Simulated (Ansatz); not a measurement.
Nudged elastic band, with input and output: Si2NH9

The run: nudged elastic band of Si2NH9. Method and program: RKS B3LYP-D4/6-31G* (Ansatz 0.2.0).

One setting was made poor on purpose. It belongs to a series of runs on one base structure; here: band between the two ends.

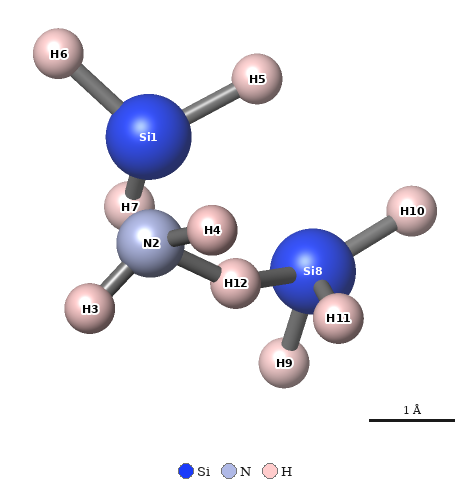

Fig. 1: The structure as given in the input (ball-and-stick view, seen at a tilt; atoms are numbered from 1 in the order of the input). Bond lengths as drawn: H–N 1.06 to 1.26 Å and H–Si 1.46 to 1.64 Å.

## Input file
```yaml
crystal:
  periodic: [false, false, false]
  atoms:
    - { symbol: Si, position_ang: [0.0, 0.0, 0.0] }
    - { symbol: "N", position_ang: [0.0, 0.0, 2.17] }
    - { symbol: H, position_ang: [-0.877, -0.2713, 2.7] }
    - { symbol: H, position_ang: [0.877, 0.2713, 2.7] }
    - { symbol: H, position_ang: [1.3768, 0.0, -0.4862] }
    - { symbol: H, position_ang: [-0.6877, 1.1914, -0.4862] }
    - { symbol: H, position_ang: [-0.6877, -1.1914, -0.4862] }
    - { symbol: Si, position_ang: [1.3153, -1.9973, 0.7946] }
    - { symbol: H, position_ang: [0.4966, -3.1999, 0.6724] }
    - { symbol: H, position_ang: [2.5185, -2.1437, -0.0193] }
    - { symbol: H, position_ang: [1.6939, -1.807, 2.1918] }
    - { symbol: H, position_ang: [0.6855, -1.0409, 1.9718] }
basis:
  gaussian: { orbitals: "6-31G*" }
hamiltonian:
  xc: b3lyp
  dispersion: d4
neb:
  order_check: false
  images: 7
  f_tol: 0.03
  max_iterations: 60
  final_atoms:
    - { symbol: Si, position_ang: [0.0, 0.0, 0.0] }
    - { symbol: "N", position_ang: [0.0, 0.0, 2.17] }
    - { symbol: H, position_ang: [-0.877, -0.2713, 2.7] }
    - { symbol: H, position_ang: [0.877, 0.2713, 2.7] }
    - { symbol: H, position_ang: [1.3768, 0.0, -0.4862] }
    - { symbol: H, position_ang: [-0.6877, 1.1914, -0.4862] }
    - { symbol: H, position_ang: [-0.6877, -1.1914, -0.4862] }
    - { symbol: Si, position_ang: [1.3153, -1.9973, 0.7946] }
    - { symbol: H, position_ang: [0.4966, -3.1999, 0.6724] }
    - { symbol: H, position_ang: [2.5185, -2.1437, -0.0193] }
    - { symbol: H, position_ang: [1.6939, -1.807, 2.1918] }
    - { symbol: H, position_ang: [0.6855, -1.0409, 1.9718] }
  initial_path:
    images:
      - { positions_ang: [[0.0, 0.0, 0.0], [0.0, 0.0, 2.17], [-0.877, -0.2713, 2.7], [0.877, 0.2713, 2.7], [1.3768, 0.0, -0.4862], [-0.6877, 1.1914, -0.4862], [-0.6877, -1.1914, -0.4862], [1.3153, -1.9973, 0.7946], [0.4966, -3.1999, 0.6724], [2.5185, -2.1437, -0.0193], [1.6939, -1.807, 2.1918], [0.6855, -1.0409, 1.9718]] }
      - { positions_ang: [[0.0, 0.0, 0.0], [0.0, 0.0, 2.17], [-0.877, -0.2713, 2.7], [0.877, 0.2713, 2.7], [1.3768, 0.0, -0.4862], [-0.6877, 1.1914, -0.4862], [-0.6877, -1.1914, -0.4862], [1.3153, -1.9973, 0.7946], [0.4966, -3.1999, 0.6724], [2.5185, -2.1437, -0.0193], [1.6939, -1.807, 2.1918], [0.6855, -1.0409, 1.9718]] }
      - { positions_ang: [[0.0, 0.0, 0.0], [0.0, 0.0, 2.17], [-0.877, -0.2713, 2.7], [0.877, 0.2713, 2.7], [1.3768, 0.0, -0.4862], [-0.6877, 1.1914, -0.4862], [-0.6877, -1.1914, -0.4862], [1.3153, -1.9973, 0.7946], [0.4966, -3.1999, 0.6724], [2.5185, -2.1437, -0.0193], [1.6939, -1.807, 2.1918], [0.6855, -1.0409, 1.9718]] }
      - { positions_ang: [[0.0, 0.0, 0.0], [0.0, 0.0, 2.17], [-0.877, -0.2713, 2.7], [0.877, 0.2713, 2.7], [1.3768, 0.0, -0.4862], [-0.6877, 1.1914, -0.4862], [-0.6877, -1.1914, -0.4862], [1.3153, -1.9973, 0.7946], [0.4966, -3.1999, 0.6724], [2.5185, -2.1437, -0.0193], [1.6939, -1.807, 2.1918], [0.6855, -1.0409, 1.9718]] }
      - { positions_ang: [[0.0, 0.0, 0.0], [0.0, 0.0, 2.17], [-0.877, -0.2713, 2.7], [0.877, 0.2713, 2.7], [1.3768, 0.0, -0.4862], [-0.6877, 1.1914, -0.4862], [-0.6877, -1.1914, -0.4862], [1.3153, -1.9973, 0.7946], [0.4966, -3.1999, 0.6724], [2.5185, -2.1437, -0.0193], [1.6939, -1.807, 2.1918], [0.6855, -1.0409, 1.9718]] }
      - { positions_ang: [[0.0, 0.0, 0.0], [0.0, 0.0, 2.17], [-0.877, -0.2713, 2.7], [0.877, 0.2713, 2.7], [1.3768, 0.0, -0.4862], [-0.6877, 1.1914, -0.4862], [-0.6877, -1.1914, -0.4862], [1.3153, -1.9973, 0.7946], [0.4966, -3.1999, 0.6724], [2.5185, -2.1437, -0.0193], [1.6939, -1.807, 2.1918], [0.6855, -1.0409, 1.9718]] }
      - { positions_ang: [[0.0, 0.0, 0.0], [0.0, 0.0, 2.17], [-0.877, -0.2713, 2.7], [0.877, 0.2713, 2.7], [1.3768, 0.0, -0.4862], [-0.6877, 1.1914, -0.4862], [-0.6877, -1.1914, -0.4862], [1.3153, -1.9973, 0.7946], [0.4966, -3.1999, 0.6724], [2.5185, -2.1437, -0.0193], [1.6939, -1.807, 2.1918], [0.6855, -1.0409, 1.9718]] }
      - { positions_ang: [[0.0, 0.0, 0.0], [0.0, 0.0, 2.17], [-0.877, -0.2713, 2.7], [0.877, 0.2713, 2.7], [1.3768, 0.0, -0.4862], [-0.6877, 1.1914, -0.4862], [-0.6877, -1.1914, -0.4862], [1.3153, -1.9973, 0.7946], [0.4966, -3.1999, 0.6724], [2.5185, -2.1437, -0.0193], [1.6939, -1.807, 2.1918], [0.6855, -1.0409, 1.9718]] }
      - { positions_ang: [[0.0, 0.0, 0.0], [0.0, 0.0, 2.17], [-0.877, -0.2713, 2.7], [0.877, 0.2713, 2.7], [1.3768, 0.0, -0.4862], [-0.6877, 1.1914, -0.4862], [-0.6877, -1.1914, -0.4862], [1.3153, -1.9973, 0.7946], [0.4966, -3.1999, 0.6724], [2.5185, -2.1437, -0.0193], [1.6939, -1.807, 2.1918], [0.6855, -1.0409, 1.9718]] }
```

Run on 1 thread of Arm Neoverse V1, 24 GiB of memory available, shared host.

Run as:
```bash
ansatz run input.yaml --threads 1 --pin off --max-ram 2048MiB --backend cpu --events-out ev --progress --plain --runs-dir out
```

## Log
```
Error: invalid value for `neb.final_atoms`: is identical to crystal.atoms — the two endpoints must differ for a path to exist
```

## What the run reported

- outcome: refused by the program

## Diagnosis

The program refused the input: “invalid value for `neb.final_atoms`: is identical to crystal.atoms — the two endpoints must differ for a path to exist” A deliberately poor setting: ends not relaxed.
